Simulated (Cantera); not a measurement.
A closed system holds: 1 mol PbO, 0.28 mol N2, held at 0.210 bar.

Method: chemical equilibrium by Gibbs-energy minimisation in Cantera with the NASA 1993 tables (ideal gas, pure condensed phases). Candidate condensed phases: Pb, PbO, PbO2, Pb3O4; 12 gas species. Gases not in the tables: (PbO)n polymers. Equilibrium is a limit: real reactors are often held back by kinetics, nucleation or transport.

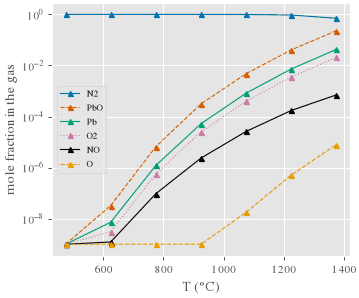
Figure. Equilibrium gas composition (values under 1e-9 drawn at 1e-9)

Read off the mole fractions at 775 °C.

N2 about 1.00, PbO about 6.6e-6, Pb about 1.2e-6, O2 about 5.6e-7, NO about 9.5e-8.
